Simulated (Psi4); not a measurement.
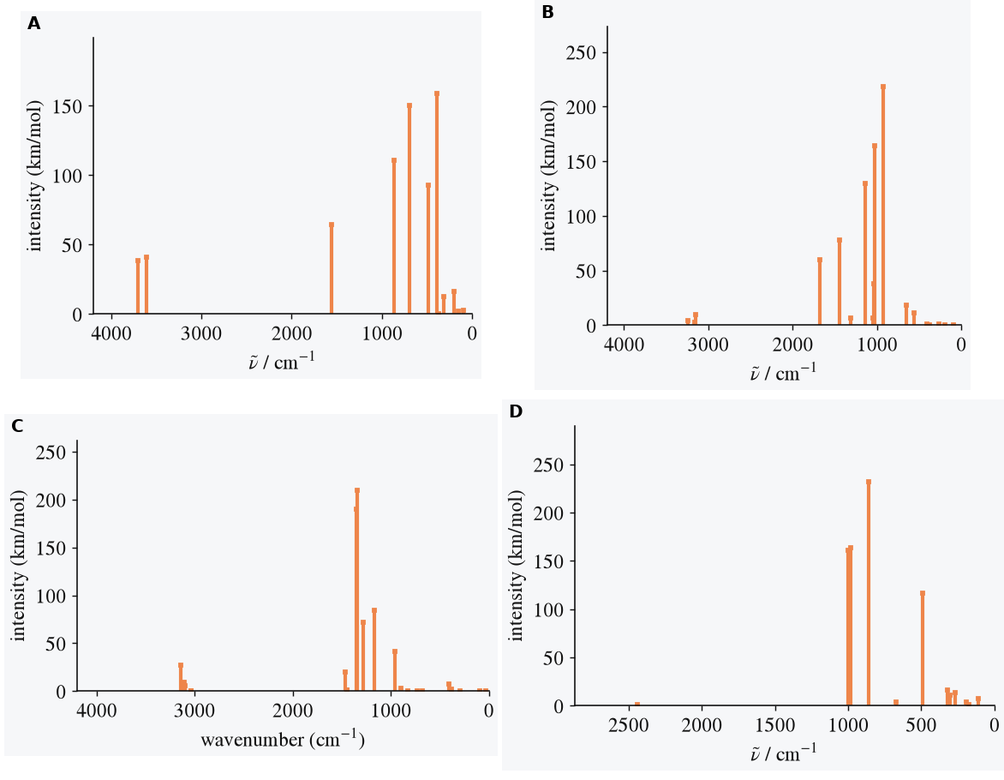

Unscaled harmonic wavenumbers and double-harmonic intensities, PBE0/def2-TZVP (dispersion D4), Psi4, at a geometry relaxed at this level, isolated molecule. Modes within 2 cm⁻¹ of each other count as one line, with their intensities summed.

Question: Which panel belongs to which molecule?
1. C₂H₃BCl₂, SMILES C=CB(Cl)Cl
2. C₂H₆BF, SMILES CB(C)F
3. SiHSeF₃, SMILES F[Si](F)(F)[SeH]
4. AlNH₂Br₂, SMILES [NH2][Al]([Br])[Br], singlet

Answer: A: 4 (most intense lines at 392.8, 694.3 and 865.6 cm⁻¹)
B: 1 (most intense lines at 924.2, 1025.3 and 1141.6 cm⁻¹)
C: 2 (most intense lines at 1343.8, 1349.9 and 1170.2 cm⁻¹)
D: 3 (most intense lines at 861.1, 981.3 and 998.3 cm⁻¹)

Caveats, for all or some of the runs: one conformer of a flexible molecule.
